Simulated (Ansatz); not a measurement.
```yaml
atoms:
  - { symbol: C, position_ang: [-2.1174, 0.1181, -0.2112] }
  - { symbol: C, position_ang: [-1.0033, 0.1410, 0.5377] }
  - { symbol: C, position_ang: [0.3884, -0.0083, 0.0503] }
  - { symbol: C, position_ang: [1.4285, 0.8319, 0.7699] }
  - { symbol: C, position_ang: [0.7207, -0.8513, -0.9460] }
  - { symbol: H, position_ang: [-3.1049, 0.2235, 0.2375] }
  - { symbol: H, position_ang: [-2.0829, 0.0003, -1.2947] }
  - { symbol: H, position_ang: [-1.1054, 0.3205, 1.6138] }
  - { symbol: H, position_ang: [1.2037, 1.9059, 0.6807] }
  - { symbol: H, position_ang: [1.4425, 0.6015, 1.8471] }
  - { symbol: H, position_ang: [2.4358, 0.6574, 0.3727] }
  - { symbol: H, position_ang: [1.7477, -0.9373, -1.3014] }
  - { symbol: H, position_ang: [-0.0161, -1.4946, -1.4255] }
```

Level of theory: RKS BLYP/def2-mTZVP (Ansatz).

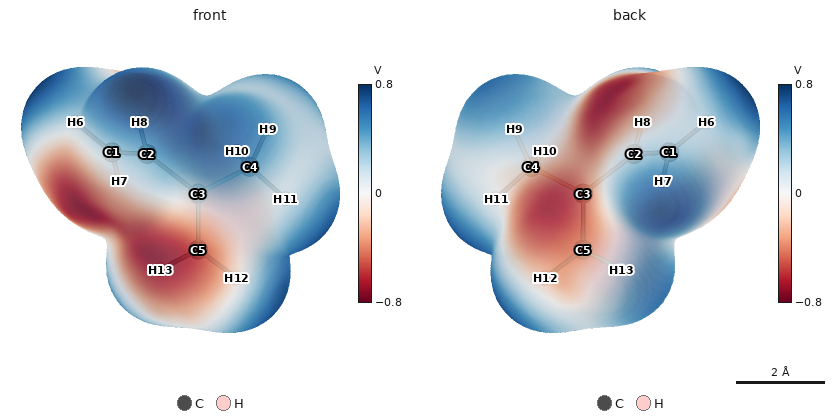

C5H8. The electrostatic potential painted on the density surface at 0.002 e/bohr³, seen from the front and from behind; the colour scale runs from red (negative) to blue (positive).

**Where is the surface potential most negative and most positive?**

The most negative region (about −0.7 V, or −16 kcal/mol for a unit charge) lies over the π face of C1, C2, C3 and C5, the most positive (about +0.8 V, or +18 kcal/mol for a unit charge) over H6 and H8.
